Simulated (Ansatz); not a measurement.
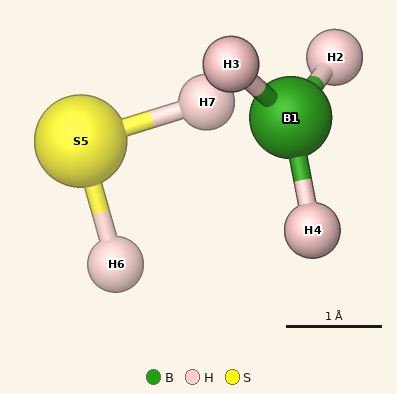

Fig. 1: The structure as given in the input (ball-and-stick view, seen at a tilt; atoms are numbered from 1 in the order of the input).

Geometry relaxation of BH₅S (part 1 of 2)

System: BH₅S.
Method: RKS BLYP/def2-SVP (Ansatz 0.2.0).

It belongs to a series of runs on one base structure; here: end point A relaxed. Figures and captions count atoms from 1; the log counts them from 0 in places.

Output:
```
The last accepted step is kept in [file] (removed where the run ends without a failure and the disk answers)
Engine: ansatz 0.2.0, aarch64-unknown-linux-gnu
Functional definition: BLYP
  parameter beta = 0.0042
  parameter a = 0.04918
  parameter b = 0.132
  parameter c = 0.2533
  parameter d = 0.349
  exchange = b88_x(beta = beta)
  correlation = lyp_c(a = a, b = b, c = c, d = d)
649 factors; their error is unknown
mean field evaluation 1: about -11584.7357 eV, gradient 2.2e1 eV
mean field evaluation 2: about -11584.7340 eV, gradient 2.3e1 eV
mean field evaluation 4: about -11586.9719 eV, gradient 1.8e0 eV
mean field evaluation 8: about -11586.9831 eV, gradient 5.3e-2 eV
mean field evaluation 16: about -11586.9564 eV, gradient 2.6e-5 eV
mean field -11586.95638305 eV, -425.8127931560 hartree, gradient 2.6e-5 eV, S^2 0.000000; 0 other end points of the search recorded, 0 dependent functions left out
the calculation of the forces begins
reference -11586.95667128 eV, -425.8128037483 hartree; 13, 13 occupied and 44, 44 virtual orbitals, 649 factors
relax step   1: F+E_penalty+E_count = -11586.95638305 eV  Δ(F+E_penalty+E_count) = +0.000e0 eV  max|allowed force component| = 5.153e-1 eV/Å  Δτ_max = 0.0000 Å  (25 SCF iters, accepted)
these checks for a lower state are left out or cut short: starts, cluster_reference, orbital_swaps, neighbouring_geometries, increment
649 factors; their error is unknown
mean field -11586.98563467 eV, -425.8138681330 hartree, gradient 1.2e-5 eV, S^2 0.000000; 0 other end points of the search recorded, 0 dependent functions left out
[... from here on the field's lines of each further geometry are left out, up to the last ...]
relax step   2: F+E_penalty+E_count = -11586.98563467 eV  Δ(F+E_penalty+E_count) = -2.925e-2 eV  max|allowed force component| = 7.151e-1 eV/Å  Δτ_max = 0.1682 Å  (26 SCF iters, accepted)
relax step   3: F+E_penalty+E_count = -11587.06763104 eV  Δ(F+E_penalty+E_count) = -8.200e-2 eV  max|allowed force component| = 8.720e-1 eV/Å  Δτ_max = 0.1977 Å  (28 SCF iters, accepted)
relax step   4: F+E_penalty+E_count = -11587.14969388 eV  Δ(F+E_penalty+E_count) = -8.206e-2 eV  max|allowed force component| = 1.205e0 eV/Å  Δτ_max = 0.1948 Å  (27 SCF iters, accepted)
relax step   5: F+E_penalty+E_count = -11587.26404420 eV  Δ(F+E_penalty+E_count) = -1.144e-1 eV  max|allowed force component| = 1.183e0 eV/Å  Δτ_max = 0.1945 Å  (26 SCF iters, accepted)
relax step   6: F+E_penalty+E_count = -11587.32000931 eV  Δ(F+E_penalty+E_count) = -5.597e-2 eV  max|allowed force component| = 1.111e0 eV/Å  Δτ_max = 0.1903 Å  (27 SCF iters, accepted)
relax step   7: F+E_penalty+E_count = -11587.37108574 eV  Δ(F+E_penalty+E_count) = -5.108e-2 eV  max|allowed force component| = 1.227e-1 eV/Å  Δτ_max = 0.1324 Å  (27 SCF iters, accepted)
relax step   8: F+E_penalty+E_count = -11587.38000532 eV  Δ(F+E_penalty+E_count) = -8.920e-3 eV  max|allowed force component| = 2.278e-2 eV/Å  Δτ_max = 0.0397 Å  (24 SCF iters, accepted)
relax step   9: F+E_penalty+E_count = -11587.38052100 eV  Δ(F+E_penalty+E_count) = -5.157e-4 eV  max|allowed force component| = 1.648e-2 eV/Å  Δτ_max = 0.0143 Å  (24 SCF iters, accepted)
relax step  10: F+E_penalty+E_count = -11587.38366282 eV  Δ(F+E_penalty+E_count) = -3.142e-3 eV  max|allowed force component| = 1.335e-1 eV/Å  Δτ_max = 0.0950 Å  (25 SCF iters, accepted)
relax step  11: F+E_penalty+E_count = -11587.36909979 eV  Δ(F+E_penalty+E_count) = +1.456e-2 eV  max|allowed force component| = 9.633e-1 eV/Å  Δτ_max = 0.1950 Å  (25 SCF iters, rejected (line search))
relax step  12: F+E_penalty+E_count = -11587.39655698 eV  Δ(F+E_penalty+E_count) = -1.289e-2 eV  max|allowed force component| = 1.208e-1 eV/Å  Δτ_max = 0.0975 Å  (25 SCF iters, accepted)
relax step  13: F+E_penalty+E_count = -11587.40990169 eV  Δ(F+E_penalty+E_count) = -1.334e-2 eV  max|allowed force component| = 2.998e-1 eV/Å  Δτ_max = 0.0996 Å  (25 SCF iters, accepted)
relax step  14: F+E_penalty+E_count = -11587.42322759 eV  Δ(F+E_penalty+E_count) = -1.333e-2 eV  max|allowed force component| = 6.193e-1 eV/Å  Δτ_max = 0.1484 Å  (25 SCF iters, accepted)
relax step  15: F+E_penalty+E_count = -11587.43999303 eV  Δ(F+E_penalty+E_count) = -1.677e-2 eV  max|allowed force component| = 2.708e-1 eV/Å  Δτ_max = 0.0656 Å  (26 SCF iters, accepted)
relax step  16: F+E_penalty+E_count = -11587.44901578 eV  Δ(F+E_penalty+E_count) = -9.023e-3 eV  max|allowed force component| = 3.020e-1 eV/Å  Δτ_max = 0.1248 Å  (26 SCF iters, accepted)
relax step  17: F+E_penalty+E_count = -11587.44997668 eV  Δ(F+E_penalty+E_count) = -9.609e-4 eV  max|allowed force component| = 1.645e-1 eV/Å  Δτ_max = 0.0301 Å  (24 SCF iters, accepted)
relax step  18: F+E_penalty+E_count = -11587.45558877 eV  Δ(F+E_penalty+E_count) = -5.612e-3 eV  max|allowed force component| = 3.198e-2 eV/Å  Δτ_max = 0.0430 Å  (24 SCF iters, accepted)
the calculation of the forces begins
reference -11587.45635043 eV, -425.8311666182 hartree; 13, 13 occupied and 44, 44 virtual orbitals, 649 factors
relax step  19: F+E_penalty+E_count = -11587.45606057 eV  Δ(F+E_penalty+E_count) = -4.718e-4 eV  max|allowed force component| = 1.447e-2 eV/Å  Δτ_max = 0.0118 Å  (25 SCF iters, accepted)
```

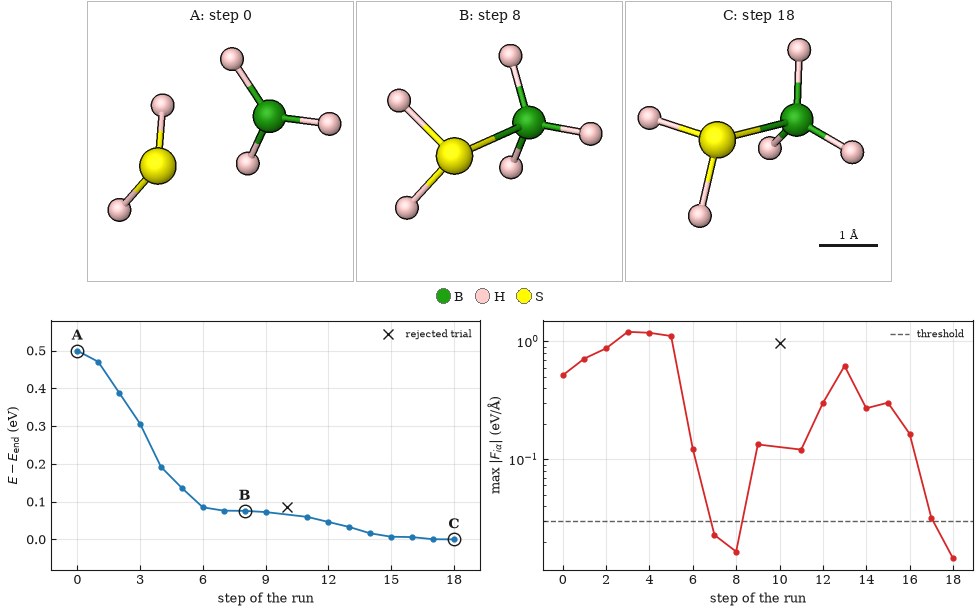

Fig. 2: Frames of the relaxation (ball-and-stick view, seen at a tilt) above the curves, on which the letters mark them (the first geometry is step 0 here and step 1 in the log).

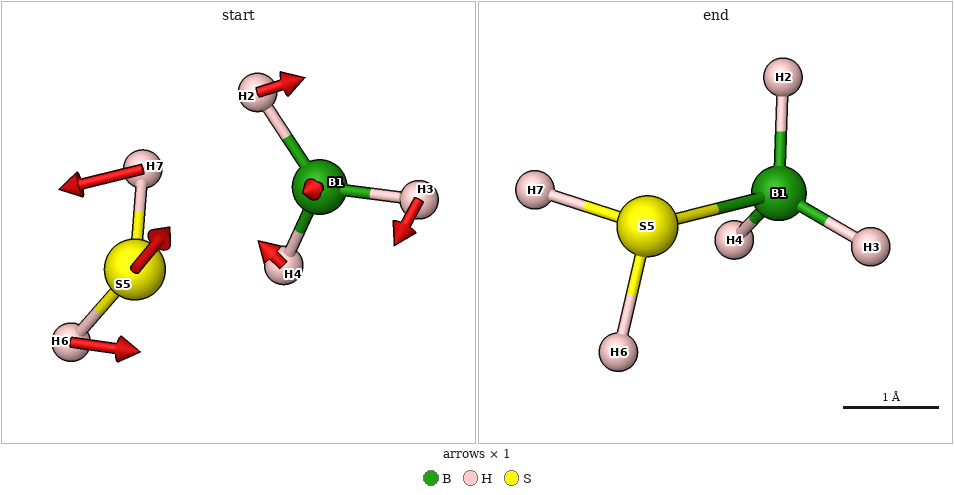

Fig. 3: Before (left) and after (right) the relaxation, at one scale (ball-and-stick view, seen at a tilt). The red arrows give the displacements, at true length. The energy falls by 0.500 eV in 18 geometry steps. The largest force component goes from 0.52 to 0.014 eV/Å. The line search rejected the trial step at point 10 (counted from 0) and went back. H7 moves most after the best rigid fit: 0.94 Å. Largest moves by element: H 0.94 Å, S 0.78 Å, B 0.30 Å. Among the contacts that change: B1–S5 3.083 → 2.064 Å, B1–H2 1.202 → 1.222 Å, S5–H7 1.388 → 1.368 Å, B1–H3 1.209 → 1.222 Å. New bonds form: B1–S5 (3.08 → 2.06 Å). Among the angles that change: H2–B1–H3 119.8° → 114.6°, H3–B1–H4 121.3° → 116.9°. (Atoms are counted from 1 in the order of the input.)

```
649 factors; their error is unknown
mean field -11587.45606057 eV, -425.8311559660 hartree, gradient 2.6e-5 eV, S^2 0.000000; 1 other end points of the search recorded, 0 dependent functions left out
the calculation of the forces begins
reference -11587.45635043 eV, -425.8311666182 hartree; 13, 13 occupied and 44, 44 virtual orbitals, 649 factors
Total energy: -11587.45635043 eV, -425.8311666182 hartree
Atom 0 at     0.031772     0.015819     0.071263 Å, force     0.014469    -0.000031     0.004922 eV/Å
Atom 1 at     0.346928     0.690732     1.040222 Å, force    -0.003354    -0.002301    -0.000777 eV/Å
Atom 2 at     0.866026    -0.011938    -0.821247 Å, force    -0.002977    -0.001767    -0.001801 eV/Å
Atom 3 at    -1.136672     0.054250    -0.268795 Å, force    -0.007970     0.002067    -0.003184 eV/Å
Atom 4 at     0.327288    -1.866565     0.865472 Å, force    -0.000289     0.003297     0.000480 eV/Å
Atom 5 at    -0.239676    -2.698107    -0.061685 Å, force    -0.000006     0.000994     0.000524 eV/Å
Atom 6 at    -0.731666    -2.021390     1.718069 Å, force     0.000127    -0.002259    -0.000164 eV/Å
Dipole moment:    -0.144564    -0.799586     0.262776 e Å
```

Trajectory as extended XYZ (Å, eV, eV/Å), 19 frames, from step=1 to step=19:
```
7
Properties=species:S:1:pos:R:3:forces:R:3 step=1 energy=-11586.95638
B     0.0397    0.2954   -0.0001    0.0614  -0.3202  -0.2433
H    -0.0682    0.3505    1.1955   -0.0309   0.2437   0.2753
H     1.1205    0.4664   -0.5148   -0.0176   0.0373   0.0100
H    -0.9551    0.1280   -0.6686    0.0012   0.0358  -0.0310
S     0.3352   -2.6672    0.8006   -0.1798   0.5153   0.0808
H    -0.9142   -2.9066    0.3072    0.0156  -0.0107   0.0028
H    -0.0939   -1.5035    1.4235    0.1501  -0.5012  -0.0946
7
Properties=species:S:1:pos:R:3:forces:R:3 step=2 energy=-11586.98563
B     0.0498    0.2109    0.0095   -0.1225   0.6455   0.2986
H    -0.0849    0.5178    1.1998    0.0762  -0.3414  -0.3293
H     1.1176    0.4288   -0.5160    0.0562  -0.2637   0.0080
H    -0.9527    0.0872   -0.6594    0.0323  -0.2650   0.0008
S     0.3480   -2.6272    0.7200   -0.2184   0.7151   0.1783
H    -0.9171   -2.8753    0.2720    0.0196   0.0057   0.0030
H    -0.0966   -1.5793    1.5174    0.1567  -0.4963  -0.1594
7
Properties=species:S:1:pos:R:3:forces:R:3 step=3 energy=-11587.06763
B     0.0505    0.1957    0.0054   -0.0559  -0.0198   0.2738
H    -0.0799    0.4701    1.1982    0.0347  -0.0687  -0.2986
H     1.1278    0.3747   -0.5167    0.0047  -0.0642  -0.0125
H    -0.9477    0.0316   -0.6624    0.0262  -0.0188  -0.0148
S     0.3648   -2.4611    0.6141   -0.7022   0.8720   0.6730
H    -0.9150   -2.8348    0.2775    0.2488   0.0625  -0.0173
H    -0.1364   -1.6133    1.6272    0.4437  -0.7629  -0.6034
7
Properties=species:S:1:pos:R:3:forces:R:3 step=4 energy=-11587.14969
B     0.0446    0.1368   -0.0065    0.0418  -0.2756   0.3467
H    -0.0862    0.4404    1.1758    0.0106   0.0765  -0.2840
H     1.1210    0.3154   -0.5305    0.0028   0.0454  -0.0634
H    -0.9539   -0.0130   -0.6765   -0.0105   0.0555  -0.0621
S     0.3648   -2.2944    0.5726   -0.7870   0.8619   1.2054
H    -0.8967   -2.7037    0.2174    0.1902   0.0501   0.0248
H    -0.1297   -1.7187    1.7909    0.5520  -0.8139  -1.1674
7
Properties=species:S:1:pos:R:3:forces:R:3 step=5 energy=-11587.26404
B     0.0503    0.1082   -0.0194   -0.0198  -0.3247   0.3878
H    -0.0872    0.4712    1.1421    0.0067   0.1146  -0.2277
H     1.1196    0.3068   -0.5531    0.0236   0.0049  -0.0726
H    -0.9491   -0.0224   -0.6950   -0.0070   0.0714  -0.0746
S     0.3408   -2.1645    0.5718   -0.5584   0.5036   1.1724
H    -0.8855   -2.6507    0.2064    0.0897   0.0356  -0.0026
H    -0.1250   -1.8857    1.8905    0.4651  -0.4055  -1.1828
7
Properties=species:S:1:pos:R:3:forces:R:3 step=6 energy=-11587.32001
B     0.0449    0.0153    0.0063   -0.0413  -0.0801   0.3613
H    -0.1011    0.4889    1.1283    0.0088   0.2100  -0.2668
H     1.1095    0.2181   -0.5432    0.0004   0.1316  -0.0720
H    -0.9512   -0.0748   -0.6864    0.0039   0.1644  -0.0679
S     0.3226   -1.9757    0.5569   -0.3966  -0.3197   1.1105
H    -0.8619   -2.5386    0.1674    0.0670  -0.0521   0.0122
H    -0.0988   -1.9704    1.9141    0.3579  -0.0540  -1.0773
```
